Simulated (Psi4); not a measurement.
# UCCSD/def2-TZVP run of BHClO (SMILES O[B]Cl)

What is the energy change on altering one bond length of BHClO at UCCSD/def2-TZVP? 

The results are computed with Psi4 1.11.

1 further run of the same task is left out (set aside as unsound or not needed).

### Step 1. The molecule

BHClO has 4 atoms, charge 0, and is taken as a doublet. SMILES: `O[B]Cl`. Geometry: relaxed at PBE0-D4/def2-TZVP.

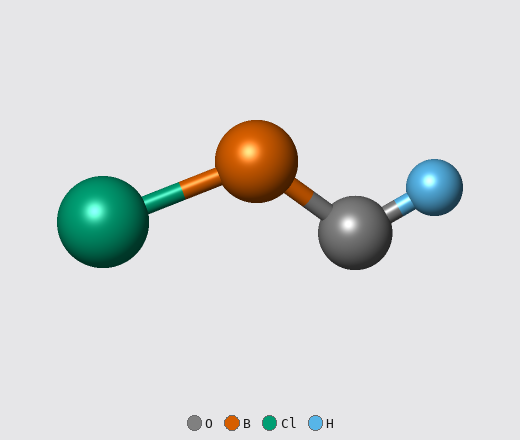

The structure, seen from a chosen angle (oxygen grey, boron orange, chlorine teal, hydrogen blue).

### Step 2. A single-point energy at UCCSD/def2-TZVP

Contents of input.in:

```
memory 1.6 GB

molecule m {
  0 2
  O      0.545600     0.191100    -0.589300
  B     -0.429900     0.065600     0.312600
  Cl    -0.557200    -1.323200     1.352900
  H      0.497000     1.006200    -1.096500
  symmetry c1
}

set globals {
  basis def2-TZVP
  reference uhf
  puream true
  e_convergence 1e-09
  d_convergence 1e-08
  scf_type pk
  num_frozen_docc 7
  maxiter 200
}

e, wfn = energy('ccsd', return_wfn=True)
```

Launch:

```bash
$ psi4 input.in input.out -n 1
```

input.out:

```text
[...]
  Running in c1 symmetry.
[...]
  Nuclear repulsion =   76.699725451239573
[...]
  Multiplicity = 2
[...]
  Nalpha       = 16
  Nbeta        = 15
[...]
    Number of basis functions: 105
[...]
   @UHF iter   1:  -559.63620378590042   -6.14421e-01   4.35951e-03 ADIIS/DIIS
[...]
   @UHF iter  14:  -559.71940939612659   -1.25056e-11   9.85791e-09 DIIS
[...]
   @S^2 Observed:                7.546254363E-01
[...]
    Orbital Energies [Eh]
    ---------------------
    Alpha Occupied:
       1A   -104.834809     2A    -20.608889     3A    -10.564916
       4A     -8.033274     5A     -8.030213     6A     -8.030032
       7A     -7.704142     8A     -1.412314     9A     -1.119355
      10A     -0.794548    11A     -0.659737    12A     -0.612420
      13A     -0.582306    14A     -0.489606    15A     -0.475951
      16A     -0.357154
    Alpha Virtual:
      17A      0.102420    18A      0.119595    19A      0.175194
      20A      0.186921    21A      0.224316    22A      0.232417
      23A      0.293447    24A      0.416620    25A      0.429200
[...]
  @UHF Final Energy:  -559.71940939612659
   => Energetics <=
    Nuclear Repulsion Energy =             76.6997254512395727
    One-Electron Energy =                -924.7192369560559655
    Two-Electron Energy =                 288.3001021086897140
    Total Energy =                       -559.7194093961265935
  UHF NO Occupations:
  HONO-2 :   14  A 1.9992612
  HONO-1 :   15  A 1.9987557
[...]
 Multipole Moments:
 ------------------------------------------------------------------------------------
     Multipole            Electronic (a.u.)      Nuclear  (a.u.)        Total (a.u.)
 ------------------------------------------------------------------------------------
 L = 1.  Multiply by 2.5417464519 to convert [e a0] to [Debye]
 Dipole X            :         -1.1416345            1.1680124            0.0263779
 Dipole Y            :         -0.7546625            1.4825614            0.7278989
 Dipole Z            :          1.4640775           -1.9754999           -0.5114223
 Magnitude           :                                                    0.8899918
[...]
      * MP2 total energy                      = -560.212518621899108
[...]
      * CCSD total energy                     = -560.235818432813971
[...]
```

It took 1.7 min on 1 thread of Intel Xeon Platinum 8259CL at 2.50GHz (Skylake/Cascade Lake), shared host; peak memory 1.2 GiB.

### Step 3. The distorted shape, same level

Contents of input.dat:

```
memory 1600 mb

molecule geom {
  0 2
  O      1.06712267     0.75484543    -1.40853571
  B     -0.77630516     0.51768480     0.29580828
  Cl    -1.05295540    -2.50048561     2.55661047
  H      0.97528198     2.29516120    -2.36700480
  units au
  symmetry c1
  no_reorient
  no_com
}

set globals {
  basis           def2-TZVP
  reference       uhf
  puream          true
  e_convergence   1e-09
  d_convergence   1e-08
  scf_type        pk
  num_frozen_docc 7
  maxiter         200
}

E = energy('ccsd')
```

Launch:

```bash
$ psi4 -n 1 input.dat output.dat
```

output.dat:

```text
[...]
  Running in c1 symmetry.
[...]
  Nuclear repulsion =   70.988111899767603
[...]
  Multiplicity = 2
[...]
  Nalpha       = 16
  Nbeta        = 15
[...]
    Number of basis functions: 105
[...]
   @UHF iter   1:  -559.61211728803369   -8.33831e-01   4.41715e-03 ADIIS/DIIS
[...]
   @UHF iter  15:  -559.70217742490581   -6.82121e-12   6.65847e-09 DIIS
[...]
   @S^2 Observed:                7.577510267E-01
[...]
    Orbital Energies [Eh]
    ---------------------
    Alpha Occupied:
       1A   -104.820202     2A    -20.632920     3A    -10.546474
       4A     -8.015985     5A     -8.011591     6A     -8.011586
       7A     -7.743763     8A     -1.433753     9A     -1.070346
      10A     -0.813613    11A     -0.676589    12A     -0.596214
      13A     -0.577106    14A     -0.458189    15A     -0.451554
      16A     -0.381984
    Alpha Virtual:
      17A      0.084212    18A      0.106775    19A      0.167087
      20A      0.177109    21A      0.204548    22A      0.233809
      23A      0.265766    24A      0.426968    25A      0.436041
[...]
  @UHF Final Energy:  -559.70217742490581
   => Energetics <=
    Nuclear Repulsion Energy =             70.9881118997676026
    One-Electron Energy =                -913.4467894265626455
    Two-Electron Energy =                 282.7565001018892303
    Total Energy =                       -559.7021774249058126
  UHF NO Occupations:
  HONO-2 :   14  A 1.9992491
  HONO-1 :   15  A 1.9972426
[...]
 Multipole Moments:
 ------------------------------------------------------------------------------------
     Multipole            Electronic (a.u.)      Nuclear  (a.u.)        Total (a.u.)
 ------------------------------------------------------------------------------------
 L = 1.  Multiply by 2.5417464519 to convert [e a0] to [Debye]
 Dipole X            :         12.3694451          -12.2695043            0.0999409
 Dipole Y            :         32.7543539          -31.5859067            1.1684471
 Dipole Z            :        -32.1753580           31.3061289           -0.8692291
 Magnitude           :                                                    1.4597315
[...]
      * MP2 total energy                      = -560.193968547676036
[...]
      * CCSD total energy                     = -560.218166563738805
[...]
```

Run time: 1.9 min. Hardware: 1 thread of Intel Xeon Platinum 8259CL at 2.50GHz (Skylake/Cascade Lake), shared host; peak memory 1.2 GiB.

### Step 4. What came out

Level: UCCSD/def2-TZVP, 7 core orbitals frozen.

```
                                                                   quantity          value
                                                  first shape: total energy  -560.23582 Eh
    first shape: HOMO energy (Hartree–Fock orbitals) (highest over α and β)       -9.72 eV
     first shape: LUMO energy (Hartree–Fock orbitals) (lowest over α and β)        1.77 eV
                   first shape: correlation energy (7 core orbitals frozen)     -516.4 mEh
                             first shape: ⟨S²⟩ of the reference determinant          0.755
                                                 first shape: T1 diagnostic          0.021
                                              distorted shape: total energy  -560.21817 Eh
distorted shape: HOMO energy (Hartree–Fock orbitals) (highest over α and β)      -10.39 eV
 distorted shape: LUMO energy (Hartree–Fock orbitals) (lowest over α and β)        1.17 eV
               distorted shape: correlation energy (7 core orbitals frozen)     -516.0 mEh
                         distorted shape: ⟨S²⟩ of the reference determinant          0.758
                                             distorted shape: T1 diagnostic          0.023
         energy change with the B2–Cl3 bond stretched from 1.740 to 2.001 Å       0.480 eV
```

**Reading.** With the B2–Cl3 bond stretched from 1.740 to 2.001 Å the energy rises by 0.48 eV (46.3 kJ/mol). The first shape isn't relaxed at this level, so the change isn't measured from a minimum.
